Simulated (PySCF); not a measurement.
# C6H10AlNS (SMILES CC[S][AlH][n]1cccc1): what the fields show

```xyz
19

C     3.5893   -0.2925    0.5184
C     3.0317    0.8336   -0.3281
S     1.5323    1.5870    0.4455
Al    0.1636    0.0632   -0.3265
N    -1.5952   -0.0444    0.1199
C    -2.4256   -1.0609   -0.3027
C    -3.6845   -0.8498    0.1716
C    -3.6483    0.3493    0.9225
C    -2.3689    0.8147    0.8731
H     3.8214    0.0611    1.5201
H     4.4969   -0.6865    0.0643
H     2.8562   -1.0997    0.5977
H     2.7650    0.4700   -1.3258
H     3.7457    1.6494   -0.4261
H     0.6930   -0.9539   -1.3424
H    -2.0327   -1.8554   -0.9132
H    -4.5435   -1.4722    0.0101
H    -4.4765    0.8019    1.4325
H    -1.9298    1.6941    1.3119
```

Geometry: GFN2-xTB.

The calculation used PBE0/pcSseg-1, SCF density, gas phase, non-relativistic in PySCF.

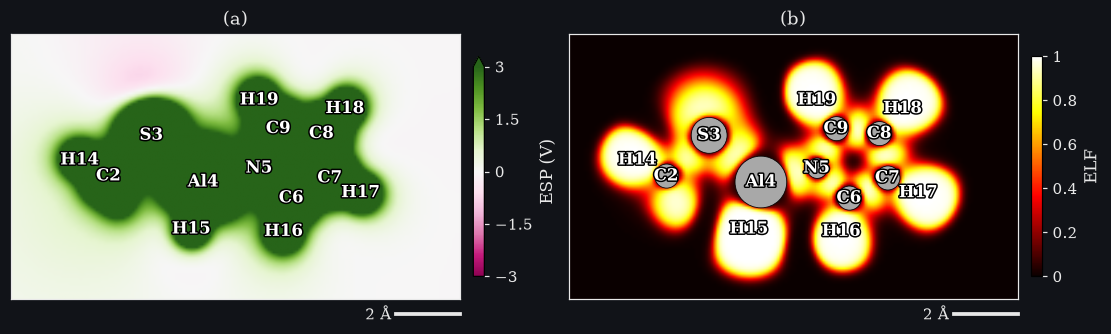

Figure 1. (a) electrostatic potential; (b) ELF on the plane of atoms N5, C9 and C8. Grey discs cover the atomic cores in the ELF map.

Q: What do the fields say about this system?

A:
- The section cuts through C, S, Al, N and H sites.
- C–C (1.36 Å): the ELF peaks at about 0.95 between the atoms (a covalent bond).
- C–N (1.38 Å): the ELF peaks at about 0.90 between the atoms; a covalent bond.
- Al–N (1.82 Å): the ELF peaks at about 0.95 in the valence shell of N, 0.6 Å from its nucleus, and is about 0.70 at the midpoint.
- C–S (1.85 Å): the ELF peaks at about 0.90 between the atoms: a covalent bond.
- Al–S (2.19 Å): the ELF peaks at about 0.90 in the valence shell of S, 1.0 Å from its nucleus, and is about 0.90 at the midpoint.
- The ELF also peaks beside S3, away from the bonds: lone-pair regions.
- Outside the dense part of the molecule the potential is most negative (−0.7 V) near S3.

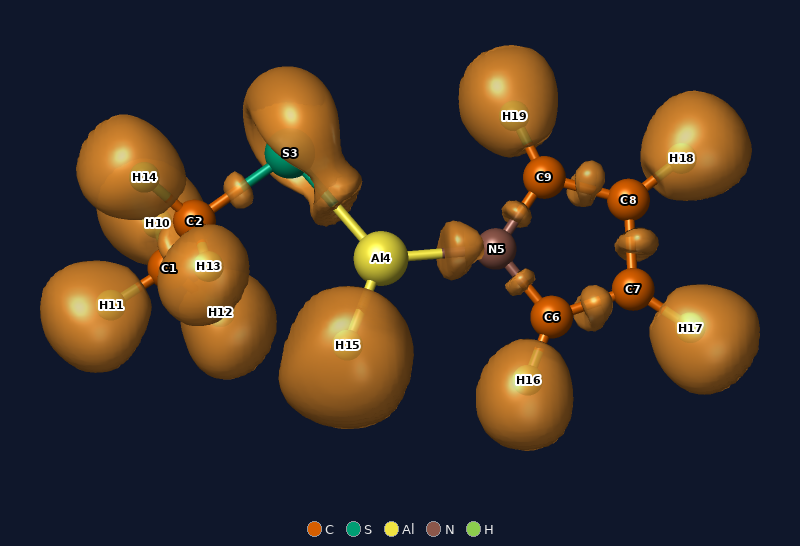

Figure 2. Isosurface of the ELF at 0.85 (orange), seen across its widest extent. Core shells and regions of very low density are left out.

Q: Identify the bonds, lone pairs and shells in this picture.

A: At this value the surface marks out four regions between bonded C–C atoms (shared pairs), two regions between bonded C–N atoms (shared pairs), one region between bonded C–S atoms (shared pairs), ten regions around hydrogen nuclei, one lobe of the valence shell of N pointing towards Al and one region on S in which the atom's valence shell and bonds are merged.

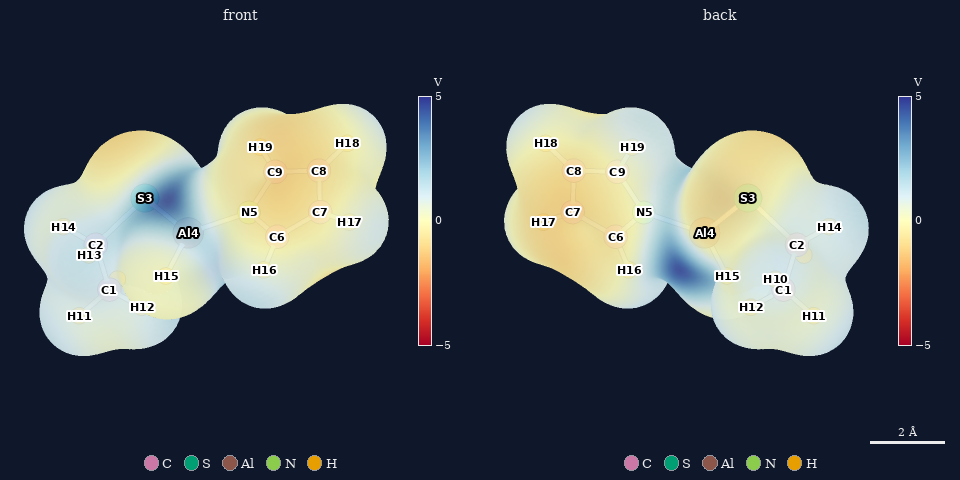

Figure 3. The electrostatic potential painted on the density surface at 0.004 e/bohr³, seen from the front and from behind; red is negative and blue positive.

Q: Describe the electrostatic potential map.

A: The most negative region (about −1.1 V) lies over the π face of C6, C7, C8 and C9, the most positive (about +4.2 V) over Al4.

Q: How polar is the molecule by this calculation?

A: Its dipole moment is 2.66 D.
